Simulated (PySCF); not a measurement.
Input file:

```
{"job": {"kind": "nmr", "xc": "PBE0", "basis": "pcSseg-1"}, "charge": 0, "multiplicity": 1}
C     -2.701979    -0.880580    -1.292904
C     -1.814108    -0.701482    -0.330643
C     -1.818448     0.441088     0.622714
Si    -0.389518     1.652754     0.241023
O      1.037840     0.909910     0.368143
Si     2.042378    -0.363428     0.242043
N      3.376461     0.107653     1.224107
O      1.416149    -1.748060     0.805882
H     -3.528141    -0.201761    -1.434036
H     -2.647593    -1.712017    -1.974859
H     -0.990675    -1.394362    -0.216974
H     -1.701457     0.064376     1.641333
H     -2.773398     0.964887     0.574232
H     -0.332124     2.716139     1.245844
H     -0.499725     2.154302    -1.129145
H      2.231432    -0.669598    -1.165352
H      3.718145     1.049802     1.131472
H      4.149184    -0.531934     1.306768
H      1.215773    -1.848438     1.733455
```

Launched as:

```sh
OMP_NUM_THREADS=1 python probes_run.py task.json out
```

Geometry: GFN2-xTB.

These are results of PySCF, PBE0/pcSseg-1, SCF density, gas phase, non-relativistic, not measurements.

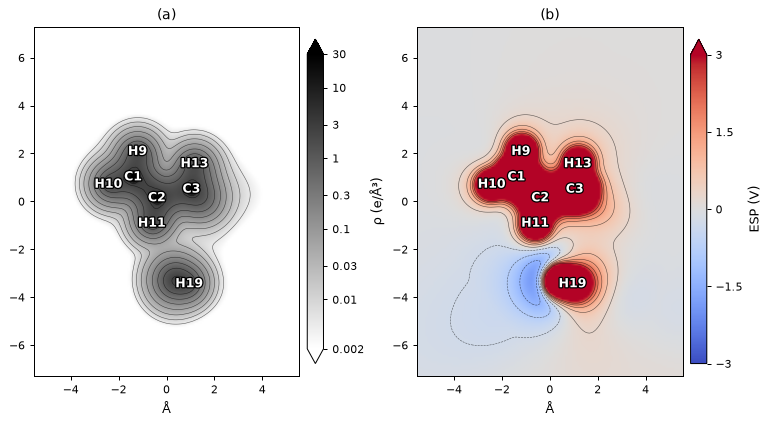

C3H11NO2Si2. (a) electron density; (b) molecular electrostatic potential on the plane of atoms C2, C1 and H9.

### Read the bonding off the picture.

The plane passes through C and H nuclei.
C–C (1.32 Å): the density is about 2.3 e/Å³ at the midpoint.
C–C (1.49 Å): ρ at the midpoint is about 1.7 e/Å³.
Outside the dense part of the molecule the potential is most negative (−1.8 V) near O8, which lies off the plane.
